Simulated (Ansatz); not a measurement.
The compound is RuBr2 (1T sheet).

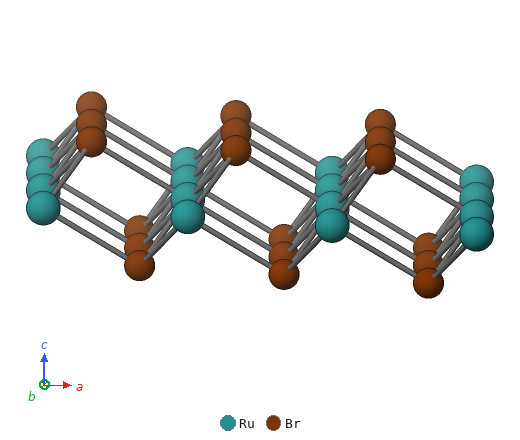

The structure (ruthenium teal, bromine brown). 3×3×1 cells are drawn. Some periodic images of atoms are drawn too.

The cell holds 3 atoms: 1 Ru and 2 Br. Its edges and angles: a = 3.778 Å, b = 3.778 Å, c = 30.253 Å, α = 90.0°, β = 90.0°, γ = 120.0°. Vacuum lies along c.

```
Ru Br
1.0
     0.00000    2.67170    2.67170
     2.67170   -2.67170    0.00000
    17.46662   17.46662  -17.46662
Ru Br
1 2
Direct
  0.00000 0.00000 0.31776
  0.33333 0.66667 0.36111
  0.66667 0.33333 0.27442
```

The structure was relaxed with PBE. The structure was generated from a model, not taken from a measurement. The runs that relaxed it are not among those shown. The program's search for lower electronic states was switched off, so nothing shows that the state found is the lowest. PAW set soft_2, made with PBE.

A constrained-RPA run (Ansatz 0.2.0; non-magnetic PBE; Ru eg, bands c1 to c2, 6×6×1 mesh, medium accuracy) builds 2 functions on bands 0.83 eV wide, with 0.0 electrons in the window. The bare on-site interaction is 9.8 eV and the bare J 0.43 eV.

**Question.** What U and J survive the screening?

On the Ru eg shell, U = 2.24 eV (23 % of the bare value), U′ = 1.73 eV, J = 0.26 eV.

The parent state is non-magnetic and the interaction static (zero frequency); U depends on the window and the orbitals, so it belongs to this model alone.

[Paths, hosts, dates, memory and timing lines, banners, echoed tables and standing remarks are left out of the program output.]

[Logs are printed without paths, hosts, clocks, repeated set-up lines and the standing remarks that a program may print on its own settings, such as how far it seeks lower states.]

[Runs of the session that timed out or met a known fault of the program may be left out.]

[Hosts, paths, dates, database ids (printed as entryN), source tags and the programs' standing remarks are cut or masked in the printed files.]
